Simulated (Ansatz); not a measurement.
BNH5Cl: several calculations on one system

**1. Relaxation**

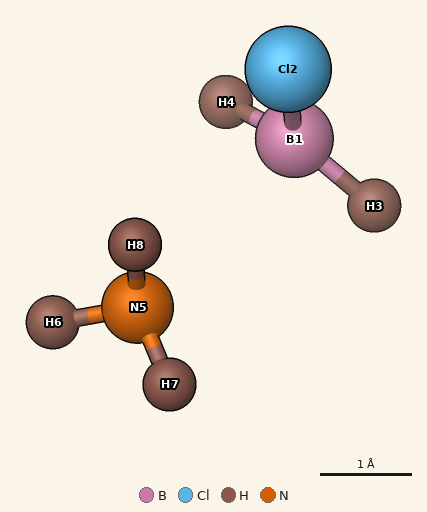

Starting structure of BNH$_{5}$Cl. Style: ball-and-stick. Shown from a free direction.

The run prepares an end point of a later path (reaction) calculation, from a guessed geometry.

The calculation used RHF/def2-mTZVP (Ansatz).

The input:
```yaml
crystal:
  periodic: [false, false, false]
  atoms:
    - { symbol: B, position_ang: [0.028406, 0.431876, 0.035873] }
    - { symbol: Cl, position_ang: [-0.198773, 0.79396, 1.817854] }
    - { symbol: H, position_ang: [1.122946, 0.483063, -0.384675] }
    - { symbol: H, position_ang: [-0.947379, 0.313869, -0.605152] }
    - { symbol: "N", position_ang: [0.105278, -2.205527, 0.773742] }
    - { symbol: H, position_ang: [-0.549937, -2.916499, 0.508981] }
    - { symbol: H, position_ang: [0.986324, -2.647673, 0.955889] }
    - { symbol: H, position_ang: [-0.214964, -1.781868, 1.651987] }
basis:
  gaussian: { orbitals: def2-mTZVP }
hamiltonian:
  xc: hf
relax:
  f_tol: 0.03
  max_steps: 50
```

Command:
```bash
ansatz run input.yaml --threads 1 --pin off --max-ram 2048MiB --backend cpu --events-out ev --progress --plain --runs-dir out
```

Predict the outcome.

H6 moves most after the best rigid fit: 0.87 Å. Largest moves by element: H 0.87 Å, B 0.67 Å, N 0.46 Å, Cl 0.43 Å. Some distances before and after: B1–N5 2.740 → 1.639 Å, B1–Cl2 1.833 → 1.892 Å, N5–H8 1.026 → 1.004 Å, B1–H3 1.174 → 1.192 Å. New bonds form, among them: B1–N5 (2.74 → 1.64 Å). Bond angles that change, for instance: H3–B1–H4 125.7° → 116.3°, Cl2–B1–H3 117.1° → 111.5°, Cl2–B1–H4 116.6° → 111.5°. The energy falls by 90.9 kJ/mol in 10 accepted moves (12 points after the start). Largest force component: 0.93 eV/Å at the start, 0.0098 eV/Å at the end. The line search rejected the trial steps at points 5, 9 of the run.

Final geometry:

```xyz
8

B     0.0268   -0.1999    0.2437
Cl    0.2280    0.7895    1.8439
H     0.9724   -0.0729   -0.4711
H    -1.0407   -0.0132   -0.2531
N     0.0349   -1.7558    0.7590
H    -0.0757   -2.3952   -0.0081
H     0.8976   -1.9683    1.2275
H    -0.7113   -1.9131    1.4127
```

The end point in the same view:

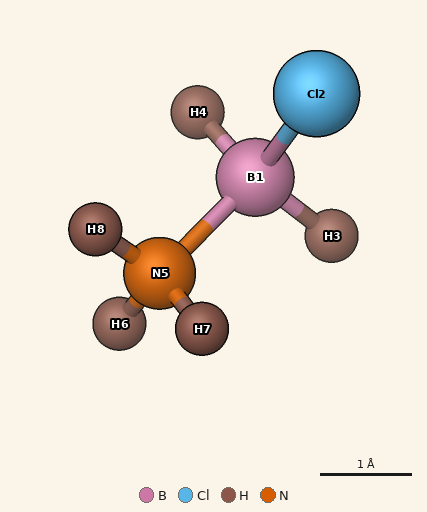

Limits of the set-up: the start holds two separate molecules, 2.6 Å apart at their closest, whose relative position is a soft coordinate and is computed without a dispersion correction; Hartree-Fock leaves out electron correlation.

**2. Relaxation**

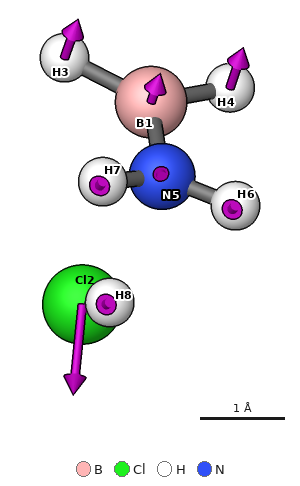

This is a relaxation of BNH5Cl. The starting structure is drawn; purple arrows show the displacements, at their true length. The two geometries are superimposed by the best rigid fit.

The picture is a ball-and-stick view, seen from a free direction.

The run prepares an end point of a later path (reaction) calculation, from a guessed geometry.

Theory: Ansatz, RHF/def2-mTZVP. Set-up: no spin polarisation; force threshold 0.03 eV/Å; at most 50 steps.

> Atoms of which element are displaced furthest, and by how much?

Chlorine: up to 1.16 Å, against 0.62 Å for hydrogen.

> Describe the change and its energy.

The atom that moves furthest after the best rigid fit is Cl2 (1.16 Å). Largest moves by element: Cl 1.16 Å, H 0.62 Å, B 0.43 Å, N 0.22 Å. Some distances before and after: B1–N5 1.470 → 1.393 Å, Cl2–H8 1.330 → 1.283 Å. After 15 accepted moves (17 points after the start) the energy has fallen by 0.307 eV. The largest force component goes from 2.4 to 0.021 eV/Å. The line search rejected the trial steps at points 8, 11 of the run.

Limits of the set-up: the start holds two separate molecules, 2.3 Å apart at their closest, whose relative position is a soft coordinate and is computed without a dispersion correction; Hartree-Fock leaves out electron correlation.

**3. Path**

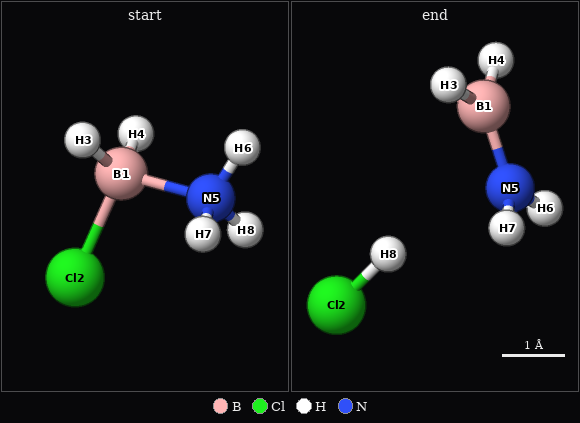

The two relaxed end points of a path for BNH5Cl. A ball-and-stick model, seen at a tilt.

Method: RHF/def2-mTZVP in Ansatz 0.2.0.

Run with 5 movable images; climbing image; force threshold 0.05 eV/Å; iteration limit 60.

Start:
```xyz
8

B    -0.0026   -0.2053    0.2349
Cl    0.2237    0.8103    1.8152
H     0.9169   -0.0649   -0.5109
H    -1.0893   -0.0515   -0.2305
N     0.0603   -1.7534    0.7695
H    -0.0582   -2.4056    0.0145
H     0.9422   -1.9384    1.2133
H    -0.6610   -1.9200    1.4483
```

End:
```xyz
8

B     0.0890   -0.6575   -0.6522
Cl   -0.3787   -0.0707    3.6092
H     1.0507   -0.0309   -0.9550
H    -0.9763   -0.4286   -1.1231
N     0.2085   -1.6681    0.2986
H    -0.5393   -2.2850    0.5280
H     1.0866   -1.9664    0.6625
H    -0.2086   -0.4217    2.3864
```

Question: What barrier does the band find between them, and by what path?

Answer: The energy climbs by 33.1 kcal/mol to image 3 and then falls by 19.0 kcal/mol, so the end point sits at +14.0 kcal/mol. Breaking: B1–Cl2 (1.89 → 3.12 at the top → 4.33 Å), N5–H8 (1.00 → 1.11 at the top → 2.47 Å). Forming: Cl2–H8 (2.89 → 1.78 at the top → 1.28 Å). The band converged in 13 iterations, with a climbing image at the top. At the top, the vibrational analysis gives one imaginary mode (186i cm⁻¹), as a transition state must have.

Energies of the converged images:

```json
{"image": "0", "path (Å)": "0.00", "E (kcal/mol)": "0.0"}
{"image": "1", "path (Å)": "0.84", "E (kcal/mol)": "1.8"}
{"image": "2", "path (Å)": "1.67", "E (kcal/mol)": "20.2"}
{"image": "3", "path (Å)": "2.51", "E (kcal/mol)": "33.1"}
{"image": "4", "path (Å)": "3.13", "E (kcal/mol)": "18.3"}
{"image": "5", "path (Å)": "3.75", "E (kcal/mol)": "14.4"}
{"image": "6", "path (Å)": "4.37", "E (kcal/mol)": "14.0"}
```

The geometry at the top of the path:

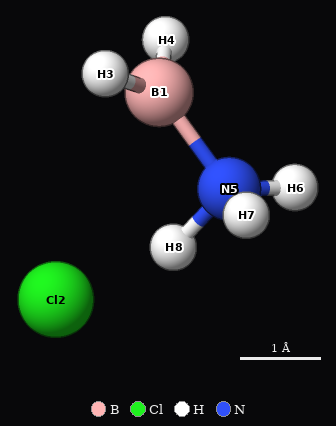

Limits of the set-up: Hartree-Fock leaves out electron correlation.

The run took 53 s on 1 thread of Arm Neoverse V2, with other jobs on the host, peak memory 0.14 GiB.
